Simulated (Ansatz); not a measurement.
All values below come from PBE (plane waves to 420 eV, PAW; Ansatz, an electronic-structure program).

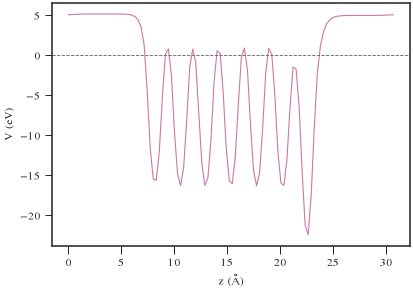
Figure: Plane-averaged electrostatic potential energy along the normal, in eV from the Fermi level, for a constructed model of the (111) surface of fcc Au, a pseudomorphic layer of Nb in the other hollow (bottom of the slab: a bare face, its two planes held)

Slab: 7 atoms, 14.6 Å thick at the start; k 15x15x1, smearing 0.1 eV, dipole-corrected; 2 atoms held, the rest relaxed; start symmetry kept, larger cells not searched; no spin, no spin-orbit, no U. In PBE it lies 0.01 eV a 1x1 cell over the lowest computed structure of the same composition (a pseudomorphic layer of Nb in the host's stacking).

The vacuum level lies 4.98 eV above the Fermi level over the top face and 5.16 eV above it under the bottom face.
